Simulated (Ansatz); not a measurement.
**Molecular dynamics of GeH5SO2F (part 5 of 5)**

Continued. System: GeH5SO2F. Method: RKS PBE0/def2-SVP (Ansatz 0.2.0). It belongs to a series of runs on one base structure; here: dynamics from the highest image of the converged band.

Geometry of the input (Å):
```
Ge 0.2162  0.2127  -0.0979
F  -0.5802  0.2521  1.7761
O  1.7569  -0.0779  -0.9308
H  1.7764  -1.0146  -1.1705
H  -0.7666  1.1463  -0.7987
O  -0.2829  -1.4942  -0.0954
H  -0.9289  -1.6747  0.5963
S  1.3609  1.9561  1.2872
H  2.4036  1.1439  1.5652
H  0.2601  1.1051  1.9963
```

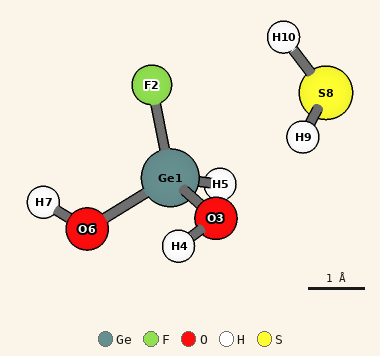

*The geometry at step 176 of the log (ball-and-stick view, seen at a tilt; atoms are numbered from 1 in the order of the input).*

Trajectory as extended XYZ, continued:
```
10
Properties=species:S:1:pos:R:3:forces:R:3 step=149 time_fs=74.5 energy=-74214.26424 temperature=827.9
Ge    0.0392    0.0454   -0.0900    0.3634   0.3538   1.3314
F    -0.5263    0.1174    1.6315    0.6781  -0.2043  -1.4673
O     1.7826    0.0422   -0.5015   -0.7350   0.4227   0.3503
H     2.0588   -0.8314   -0.7790   -0.0270  -0.5129  -0.0865
H    -0.7098    1.1779   -0.7800    0.0215  -0.0394  -0.0431
O    -0.3647   -1.6049   -0.5239    0.0340  -0.1576  -0.3005
H    -1.1254   -1.9545   -0.0582   -0.2317  -0.0951   0.1703
S     1.6991    2.3630    1.3518   -0.0327   0.4910  -0.2857
H     2.8859    1.7305    1.2404   -0.1404  -0.0872   0.1273
H     1.5070    2.0865    2.6487    0.0698  -0.1710   0.2038
10
Properties=species:S:1:pos:R:3:forces:R:3 step=151 time_fs=75.5 energy=-74214.26729 temperature=831.0
Ge    0.0347    0.0398   -0.0897    0.5007   0.4564   1.3131
F    -0.5233    0.1170    1.6298    0.6506  -0.2308  -1.4140
O     1.7829    0.0448   -0.4906   -0.8866   0.6708   0.4350
H     2.0668   -0.8237   -0.7579    0.0674  -0.7863  -0.1730
H    -0.7066    1.1760   -0.7748   -0.0114  -0.0041  -0.0764
O    -0.3663   -1.6033   -0.5368    0.0047  -0.2628  -0.3028
H    -1.1228   -1.9674   -0.0751   -0.2211  -0.0821   0.1629
S     1.7076    2.3742    1.3535   -0.0583   0.4891  -0.2027
H     2.8848    1.7264    1.2220   -0.1613  -0.0859   0.1623
H     1.5103    2.0836    2.6506    0.1153  -0.1642   0.0955
10
Properties=species:S:1:pos:R:3:forces:R:3 step=154 time_fs=77.0 energy=-74214.28293 temperature=846.0
Ge    0.0281    0.0316   -0.0890    0.6772   0.6019   1.2444
F    -0.5181    0.1161    1.6260    0.5959  -0.2675  -1.2961
O     1.7824    0.0492   -0.4739   -0.8297   0.2952   0.3266
H     2.0800   -0.8256   -0.7291   -0.0437  -0.4453  -0.0721
H    -0.7021    1.1732   -0.7685   -0.0547   0.0388  -0.1166
O    -0.3687   -1.6011   -0.5565   -0.2430  -0.5184  -0.1821
H    -1.1223   -1.9880   -0.0977    0.0019   0.0458   0.0276
S     1.7203    2.3912    1.3559   -0.1080   0.4720  -0.0104
H     2.8802    1.7186    1.1973   -0.1684  -0.0919   0.1924
H     1.5173    2.0765    2.6547    0.1725  -0.1305  -0.1137
10
Properties=species:S:1:pos:R:3:forces:R:3 step=157 time_fs=78.5 energy=-74214.29597 temperature=858.6
Ge    0.0217    0.0236   -0.0879    0.8086   0.7468   1.1084
F    -0.5122    0.1149    1.6207    0.5265  -0.2998  -1.1341
O     1.7807    0.0540   -0.4567   -0.5900  -0.4928   0.1114
H     2.0919   -0.8363   -0.7017   -0.3056   0.3072   0.1300
H    -0.6987    1.1712   -0.7647   -0.0781   0.0499  -0.1341
O    -0.3715   -1.5996   -0.5764   -0.4695  -0.7475  -0.0627
H    -1.1218   -2.0075   -0.1197    0.2101   0.1752  -0.0990
S     1.7330    2.4086    1.3583   -0.1515   0.4558   0.1611
H     2.8721    1.7089    1.1766   -0.1482  -0.1055   0.1917
H     1.5281    2.0665    2.6564    0.1978  -0.0893  -0.2727
10
Properties=species:S:1:pos:R:3:forces:R:3 step=159 time_fs=79.5 energy=-74214.30382 temperature=866.3
Ge    0.0176    0.0184   -0.0870    0.8706   0.8446   0.9738
F    -0.5080    0.1139    1.6164    0.4734  -0.3187  -1.0028
O     1.7792    0.0569   -0.4452   -0.4907  -0.8277   0.0325
H     2.0965   -0.8410   -0.6822   -0.4080   0.6127   0.1972
H    -0.6974    1.1705   -0.7637   -0.0789   0.0340  -0.1301
O    -0.3736   -1.5991   -0.5897   -0.4831  -0.8030  -0.0535
H    -1.1193   -2.0186   -0.1354    0.2166   0.1887  -0.1047
S     1.7413    2.4203    1.3600   -0.1635   0.4519   0.2229
H     2.8649    1.7011    1.1652   -0.1268  -0.1140   0.1742
H     1.5376    2.0587    2.6545    0.1903  -0.0687  -0.3094
10
Properties=species:S:1:pos:R:3:forces:R:3 step=162 time_fs=81.0 energy=-74214.32773 temperature=889.3
Ge    0.0116    0.0108   -0.0855    0.9285   0.9858   0.7062
F    -0.5012    0.1122    1.6091    0.3852  -0.3420  -0.7718
O     1.7763    0.0604   -0.4278   -0.5551  -0.7593   0.0700
H     2.0964   -0.8371   -0.6494   -0.3351   0.4873   0.1373
H    -0.6968    1.1698   -0.7646   -0.0603  -0.0196  -0.1036
O    -0.3774   -1.5993   -0.6098   -0.2834  -0.7134  -0.1497
H    -1.1120   -2.0322   -0.1605    0.0168   0.0787   0.0124
S     1.7538    2.4382    1.3626   -0.1406   0.4557   0.2171
H     2.8518    1.6874    1.1510   -0.0982  -0.1156   0.1263
H     1.5551    2.0459    2.6462    0.1422  -0.0577  -0.2441
10
Properties=species:S:1:pos:R:3:forces:R:3 step=165 time_fs=82.5 energy=-74214.35047 temperature=911.2
Ge    0.0059    0.0034   -0.0837    0.9502   1.1002   0.3722
F    -0.4939    0.1100    1.6009    0.2867  -0.3585  -0.4994
O     1.7726    0.0629   -0.4103   -0.8208  -0.1398   0.2304
H     2.0894   -0.8238   -0.6140   -0.0400  -0.2003  -0.0508
H    -0.6975    1.1688   -0.7676   -0.0301  -0.0886  -0.0634
O    -0.3816   -1.6005   -0.6302   -0.0199  -0.5336  -0.2609
H    -1.1045   -2.0441   -0.1854   -0.2333  -0.0761   0.1612
S     1.7662    2.4564    1.3653   -0.0656   0.4573   0.1223
H     2.8366    1.6713    1.1396   -0.0881  -0.0922   0.0598
H     1.5757    2.0317    2.6328    0.0608  -0.0685  -0.0716
10
Properties=species:S:1:pos:R:3:forces:R:3 step=168 time_fs=84.0 energy=-74214.35932 temperature=919.9
Ge    0.0005   -0.0036   -0.0818    0.9435   1.1593  -0.0069
F    -0.4864    0.1074    1.5921    0.1770  -0.3676  -0.1858
O     1.7678    0.0651   -0.3925   -1.0045   0.3418   0.3326
H     2.0814   -0.8145   -0.5795    0.2061  -0.7469  -0.1850
H    -0.6988    1.1658   -0.7720   -0.0051  -0.1447  -0.0249
O    -0.3858   -1.6024   -0.6508    0.0228  -0.4597  -0.2212
H    -1.1015   -2.0574   -0.2069   -0.2513  -0.0926   0.1711
S     1.7785    2.4749    1.3682    0.0427   0.4300   0.0221
H     2.8195    1.6533    1.1294   -0.0994  -0.0402  -0.0161
H     1.5976    2.0161    2.6179   -0.0318  -0.0794   0.1140
10
Properties=species:S:1:pos:R:3:forces:R:3 step=170 time_fs=85.0 energy=-74214.36670 temperature=927.0
Ge   -0.0030   -0.0080   -0.0805    0.9283   1.1561  -0.2744
F    -0.4812    0.1054    1.5861    0.0979  -0.3698   0.0437
O     1.7639    0.0668   -0.3804   -0.9288   0.2028   0.2922
H     2.0782   -0.8164   -0.5586    0.1942  -0.6431  -0.1679
H    -0.6998    1.1622   -0.7753    0.0017  -0.1637  -0.0069
O    -0.3886   -1.6041   -0.6647   -0.0960  -0.4970  -0.0964
H    -1.1026   -2.0674   -0.2193   -0.1118  -0.0040   0.0849
S     1.7868    2.4874    1.3701    0.1158   0.3814   0.0026
H     2.8069    1.6407    1.1225   -0.1140   0.0061  -0.0678
H     1.6119    2.0047    2.6091   -0.0873  -0.0689   0.1898
10
Properties=species:S:1:pos:R:3:forces:R:3 step=173 time_fs=86.5 energy=-74214.37263 temperature=932.6
Ge   -0.0079   -0.0145   -0.0786    0.8959   1.0808  -0.6851
F    -0.4734    0.1022    1.5772   -0.0268  -0.3685   0.4087
O     1.7570    0.0696   -0.3620   -0.5747  -0.5480   0.1264
H     2.0764   -0.8293   -0.5299   -0.0348   0.0677  -0.0395
H    -0.7012    1.1538   -0.7803   -0.0064  -0.1569   0.0034
O    -0.3929   -1.6071   -0.6857   -0.3075  -0.5639   0.1273
H    -1.1056   -2.0820   -0.2366    0.1352   0.1595  -0.0702
S     1.7992    2.5063    1.3729    0.2013   0.2550   0.0863
H     2.7859    1.6220    1.1108   -0.1339   0.0801  -0.1411
H     1.6317    1.9866    2.5993   -0.1483  -0.0058   0.1838
10
Properties=species:S:1:pos:R:3:forces:R:3 step=176 time_fs=88.0 energy=-74214.36228 temperature=922.8
Ge   -0.0126   -0.0206   -0.0770    0.8541   0.9326  -1.0939
F    -0.4656    0.0985    1.5688   -0.1521  -0.3630   0.7806
O     1.7494    0.0715   -0.3433   -0.2393  -1.1672  -0.0033
H     2.0739   -0.8409   -0.5021   -0.2211   0.6535   0.0498
H    -0.7029    1.1421   -0.7853   -0.0330  -0.1112  -0.0060
O    -0.3977   -1.6108   -0.7065   -0.3243  -0.4779   0.2519
H    -1.1061   -2.0935   -0.2553    0.1927   0.1957  -0.1105
S     1.8118    2.5254    1.3758    0.2424   0.0863   0.2779
H     2.7621    1.6051    1.0961   -0.1397   0.1424  -0.2039
H     1.6483    1.9684    2.5932   -0.1796   0.1089   0.0574
10
Properties=species:S:1:pos:R:3:forces:R:3 step=178 time_fs=89.0 energy=-74214.35553 temperature=916.3
Ge   -0.0156   -0.0245   -0.0761    0.8175   0.8076  -1.3574
F    -0.4604    0.0958    1.5637   -0.2319  -0.3577   1.0208
O     1.7440    0.0720   -0.3309   -0.1431  -1.2194  -0.0240
H     2.0699   -0.8417   -0.4831   -0.2101   0.6823   0.0419
H    -0.7043    1.1329   -0.7887   -0.0563  -0.0663  -0.0194
O    -0.4010   -1.6137   -0.7202   -0.1906  -0.3074   0.2541
H    -1.1041   -2.0988   -0.2690    0.0891   0.1186  -0.0485
S     1.8202    2.5382    1.3779    0.2457  -0.0231   0.4189
H     2.7445    1.5955    1.0840   -0.1331   0.1706  -0.2376
H     1.6573    1.9575    2.5901   -0.1873   0.1947  -0.0488
10
Properties=species:S:1:pos:R:3:forces:R:3 step=181 time_fs=90.5 energy=-74214.34717 temperature=908.0
Ge   -0.0199   -0.0302   -0.0751    0.7383   0.6063  -1.7252
F    -0.4530    0.0914    1.5569   -0.3412  -0.3479   1.3514
O     1.7359    0.0715   -0.3123   -0.2032  -0.7328   0.0314
H     2.0605   -0.8317   -0.4541    0.0201   0.1600  -0.0586
H    -0.7076    1.1181   -0.7942   -0.0895   0.0069  -0.0411
O    -0.4063   -1.6183   -0.7405    0.1023   0.0249   0.2048
H    -1.1002   -2.1051   -0.2901   -0.1552  -0.0651   0.1035
S     1.8331    2.5574    1.3812    0.2267  -0.1394   0.5726
H     2.7159    1.5841    1.0614   -0.1110   0.1902  -0.2732
H     1.6674    1.9447    2.5842   -0.1873   0.2969  -0.1657
10
Properties=species:S:1:pos:R:3:forces:R:3 step=184 time_fs=92.0 energy=-74214.33096 temperature=892.5
Ge   -0.0239   -0.0357   -0.0746    0.6156   0.4145  -2.0427
F    -0.4460    0.0866    1.5518   -0.4340  -0.3367   1.6254
O     1.7274    0.0699   -0.2936   -0.3276  -0.0267   0.1046
H     2.0518   -0.8187   -0.4264    0.3273  -0.5708  -0.1781
H    -0.7127    1.1035   -0.8005   -0.1090   0.0664  -0.0517
O    -0.4115   -1.6229   -0.7605    0.2485   0.2489   0.2440
H    -1.0993   -2.1126   -0.3091   -0.2518  -0.1460   0.1647
S     1.8460    2.5764    1.3849    0.1987  -0.1668   0.5974
H     2.6848    1.5768    1.0330   -0.0856   0.1887  -0.2872
H     1.6735    1.9383    2.5749   -0.1821   0.3285  -0.1764
10
Properties=species:S:1:pos:R:3:forces:R:3 step=186 time_fs=93.0 energy=-74214.32421 temperature=886.1
Ge   -0.0265   -0.0392   -0.0746    0.5043   0.3012  -2.2175
F    -0.4415    0.0832    1.5493   -0.4853  -0.3295   1.7653
O     1.7216    0.0688   -0.2811   -0.2728   0.1308   0.0973
H     2.0494   -0.8157   -0.4098    0.4026  -0.7308  -0.2016
H    -0.7174    1.0944   -0.8054   -0.1095   0.0894  -0.0469
O    -0.4147   -1.6258   -0.7736    0.1888   0.2748   0.3647
H    -1.1016   -2.1193   -0.3199   -0.1609  -0.0858   0.1057
S     1.8548    2.5891    1.3876    0.1857  -0.1334   0.5331
H     2.6630    1.5741    1.0106   -0.0743   0.1827  -0.2817
H     1.6754    1.9378    2.5666   -0.1787   0.3007  -0.1185
10
Properties=species:S:1:pos:R:3:forces:R:3 step=189 time_fs=94.5 energy=-74214.32669 temperature=888.3
Ge   -0.0303   -0.0446   -0.0751    0.2946   0.1599  -2.4112
F    -0.4354    0.0778    1.5473   -0.5438  -0.3210   1.8956
O     1.7125    0.0672   -0.2622    0.1210  -0.3438  -0.0235
H     2.0526   -0.8232   -0.3885    0.2122  -0.2364  -0.1266
H    -0.7264    1.0824   -0.8134   -0.0889   0.0931  -0.0189
O    -0.4194   -1.6299   -0.7929   -0.0166   0.2113   0.6111
H    -1.1074   -2.1304   -0.3346    0.0866   0.0908  -0.0568
S     1.8680    2.6080    1.3919    0.1836  -0.0269   0.3425
H     2.6291    1.5735    0.9721   -0.0744   0.1771  -0.2468
H     1.6750    1.9424    2.5524   -0.1743   0.1959   0.0347
10
Properties=species:S:1:pos:R:3:forces:R:3 step=192 time_fs=96.0 energy=-74214.32509 temperature=886.8
Ge   -0.0340   -0.0498   -0.0764    0.0483   0.0552  -2.5078
F    -0.4298    0.0720    1.5475   -0.5767  -0.3175   1.9156
O     1.7037    0.0651   -0.2434    0.6286  -1.0325  -0.1764
H     2.0602   -0.8355   -0.3698   -0.0978   0.4892  -0.0186
H    -0.7373    1.0723   -0.8218   -0.0461   0.0658   0.0291
O    -0.4241   -1.6336   -0.8113   -0.1123   0.2148   0.7759
H    -1.1115   -2.1396   -0.3504    0.2186   0.1860  -0.1454
S     1.8813    2.6268    1.3964    0.1982   0.0989   0.1145
H     2.5934    1.5766    0.9283   -0.0958   0.1828  -0.1769
H     1.6709    1.9511    2.5389   -0.1650   0.0572   0.1900
10
Properties=species:S:1:pos:R:3:forces:R:3 step=195 time_fs=97.5 energy=-74214.32769 temperature=889.4
Ge   -0.0377   -0.0551   -0.0784   -0.2058  -0.0177  -2.4906
F    -0.4249    0.0658    1.5499   -0.5821  -0.3203   1.8195
O     1.6956    0.0617   -0.2248    0.9047  -1.1950  -0.2541
H     2.0660   -0.8382   -0.3517   -0.2043   0.6889   0.0157
H    -0.7491    1.0637   -0.8296    0.0080   0.0259   0.0838
O    -0.4289   -1.6371   -0.8287    0.0319   0.3904   0.7725
H    -1.1113   -2.1452   -0.3690    0.1063   0.0981  -0.0726
S     1.8948    2.6458    1.4011    0.2079   0.1841  -0.0453
H     2.5557    1.5837    0.8807   -0.1285   0.1961  -0.0769
H     1.6632    1.9611    2.5294   -0.1381  -0.0505   0.2481
10
Properties=species:S:1:pos:R:3:forces:R:3 step=197 time_fs=98.5 energy=-74214.33673 temperature=898.0
Ge   -0.0402   -0.0586   -0.0802   -0.3632  -0.0560  -2.4101
F    -0.4220    0.0615    1.5526   -0.5712  -0.3253   1.6944
O     1.6909    0.0585   -0.2125    0.8907  -0.9081  -0.2484
H     2.0676   -0.8320   -0.3394   -0.1014   0.4236  -0.0176
H    -0.7570    1.0583   -0.8338    0.0428   0.0038   0.1156
O    -0.4322   -1.6391   -0.8397    0.2111   0.5657   0.7068
H    -1.1097   -2.1476   -0.3824   -0.0539  -0.0266   0.0338
S     1.9038    2.6585    1.4041    0.1988   0.2017  -0.0780
H     2.5291    1.5908    0.8480   -0.1483   0.2023  -0.0010
H     1.6564    1.9673    2.5259   -0.1052  -0.0812   0.2045
10
Properties=species:S:1:pos:R:3:forces:R:3 step=200 time_fs=100.0 energy=-74214.34591 temperature=906.8
Ge   -0.0440   -0.0638   -0.0834   -0.5601  -0.1132  -2.1850
F    -0.4182    0.0548    1.5583   -0.5383  -0.3363   1.4303
O     1.6848    0.0529   -0.1945    0.6590  -0.1282  -0.1849
H     2.0689   -0.8167   -0.3216    0.2227  -0.3226  -0.1191
H    -0.7679    1.0502   -0.8381    0.0822  -0.0075   0.1458
O    -0.4367   -1.6414   -0.8555    0.4044   0.7581   0.6386
H    -1.1087   -2.1521   -0.4016   -0.2236  -0.1610   0.1487
S     1.9175    2.6776    1.4087    0.1538   0.1805  -0.0210
H     2.4865    1.6050    0.7990   -0.1641   0.1952   0.1099
H     1.6445    1.9752    2.5240   -0.0361  -0.0650   0.0366
```

Results in brief:

```tsv
quantity	value
outcome	finished
mean temperature over the second half	807 K
trajectory	200 steps, 100 fs
ensemble	nve
temperature in the input	100.0 K
time step	0.5 fs
potential energy (last step)	−74214.3459 eV
mean-field energy (last step)	−74214.3459 eV
largest force (length of the vector) (last step)	2.258 eV/Å
wall time	7.3 min (CPU time 27 min)
peak memory	0.3 GiB
```

So short a trajectory is not equilibrated.
